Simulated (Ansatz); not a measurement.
The calculation's input:

```
crystal:
  periodic: [false, false, false]
  atoms:
    - { symbol: Al, position_ang: [-0.052066, -0.47072, -0.302961] }
    - { symbol: F, position_ang: [-0.168556, -0.560207, 1.377622] }
    - { symbol: O, position_ang: [1.44548, -0.607167, -1.10479] }
    - { symbol: H, position_ang: [2.29653, -0.679956, -0.640807] }
    - { symbol: Cl, position_ang: [-1.822824, -0.425977, -1.431844] }
    - { symbol: P, position_ang: [-0.489597, 2.683137, 1.092953] }
    - { symbol: H, position_ang: [-1.775105, 3.121128, 1.567027] }
    - { symbol: H, position_ang: [0.261044, 3.461135, 2.041501] }
    - { symbol: H, position_ang: [-0.480407, 1.487025, 1.874999] }
basis:
  gaussian: { orbitals: def2-SVP }
hamiltonian:
  xc: blyp
relax:
  f_tol: 0.03
  max_steps: 50
output:
  orbitals: {}
```

Run with:

```sh
ansatz run input.yaml --threads 2 --pin off --max-ram 3072MiB --backend cpu --events-out ev --progress --plain --runs-dir out
```

The fields are those of the run's last geometry, not of the input's.

Theory: Ansatz, RKS BLYP/def2-SVP.

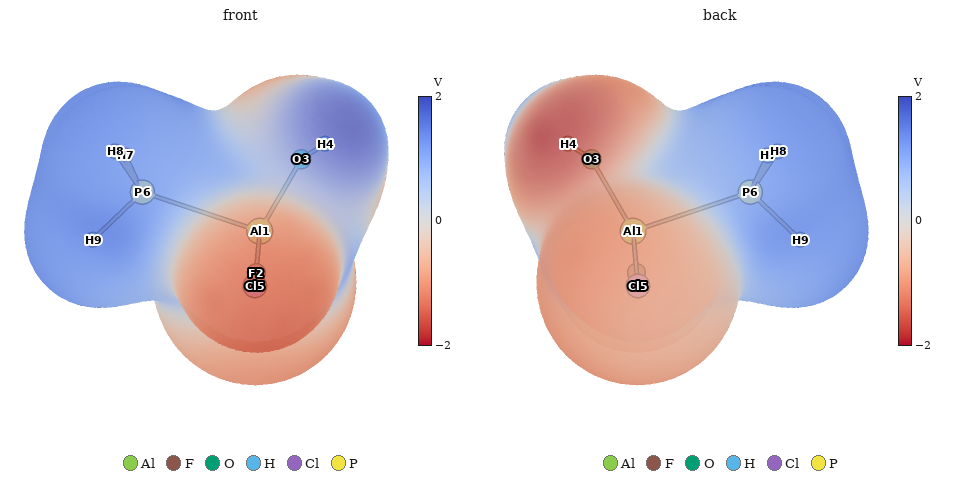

AlClFH4OP. The molecular electrostatic potential painted on the density surface at 0.001 e/bohr³, seen from the front and from behind; red is negative and blue positive.

**Describe the electrostatic potential map.**

The most negative region (about −1.5 V) lies over O3, the most positive (about +1.5 V) over H4. O3 is the likeliest acceptor of a hydrogen bond.
